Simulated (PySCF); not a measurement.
Cyclopentadiene, SMILES C1C=CCC=1 at its PBE0/def2-SVP optimised geometry (Å):

```
11

C      0.7336     0.9864     0.0000
C      1.1759    -0.2897    -0.0001
C     -0.0002    -1.2135     0.0001
C     -1.1754    -0.2886    -0.0001
C     -0.7299     0.9864     0.0000
H      1.3556     1.8836     0.0000
H      2.2158    -0.6193    -0.0001
H     -0.0006    -1.8839     0.8806
H     -0.0005    -1.8843    -0.8801
H     -2.2158    -0.6166    -0.0001
H     -1.3507     1.8843     0.0000
```

Method: PBE0/def2-TZVP (PySCF).

Map of the log10 of the electron density (e/bohr³), floored at −4 on the plane z = 1.5 Å:

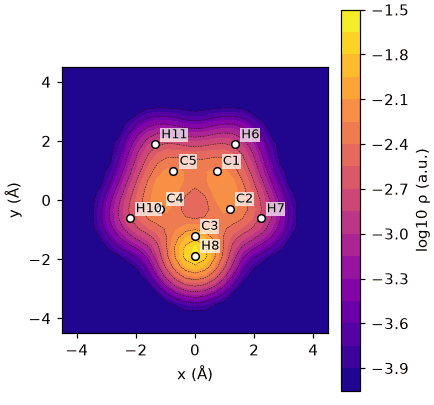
Fig. 1. Log10 of the electron density (e/bohr³), floored at −4 on the plane z = 1.5 Å.
